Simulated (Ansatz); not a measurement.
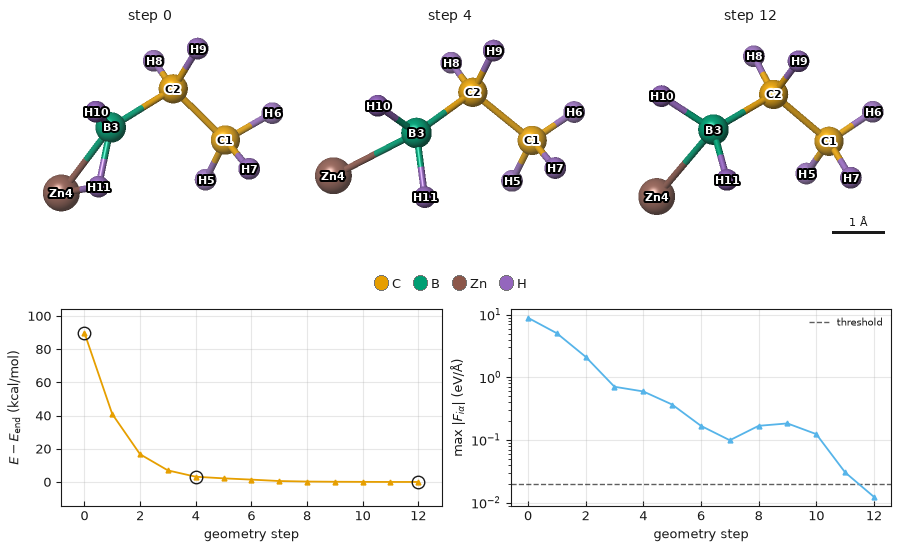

Frames of a relaxation of C2H7BZn, marked on the history of the run. The picture is a ball-and-stick view, seen at a tilt.

The run prepares an end point of a later path (hydrogen shift) calculation, from a guessed geometry.

Theory: RKS PBE/def2-SVP in Ansatz. Set-up: no spin polarisation; force threshold 0.02 eV/Å; at most 50 steps.

> What happens along the run?

The energy falls by 89.9 kcal/mol in 12 geometry steps. Largest force component: 8.9 eV/Å at the start, 0.012 eV/Å at the end. H11 moves most after the best rigid fit: 1.00 Å. Largest moves by element: H 1.00 Å, Zn 0.28 Å, B 0.25 Å, C 0.16 Å. Among the contacts that change: Zn4–H11 1.270 → 2.542 Å, B3–Zn4 1.831 → 2.205 Å, C1–C2 1.464 → 1.531 Å, B3–H11 1.170 → 1.230 Å. Bonds break, among them: Zn4–H11 (1.27 → 2.54 Å). Bond angles that change, for instance: Zn4–B3–H11 43.5° → 90.9°, Zn4–B3–H10 121.7° → 93.5°, H10–B3–H11 95.9° → 116.5°. The run took 16 s on 2 threads of Intel(R) Xeon(R) 6975P-C (Granite Rapids), on a shared host, peak memory 0.16 GiB. From step 0 to 4: Zn4 moves most (0.66 Å), energy −86.8 kcal/mol. From step 4 to 12: H11 moves most (0.65 Å), energy −3.15 kcal/mol.

```csv
step,"E − E(0), kcal/mol","largest force component, eV/Å"
0,0.00,8.9262
1,-48.98,5.0601
2,-73.23,2.1289
3,-82.96,0.7075
4,-86.78,0.5956
5,-87.76,0.3682
6,-88.52,0.1682
7,-89.37,0.0991
8,-89.69,0.1683
9,-89.81,0.1839
10,-89.88,0.1240
11,-89.93,0.0304
12,-89.93,0.0124
```
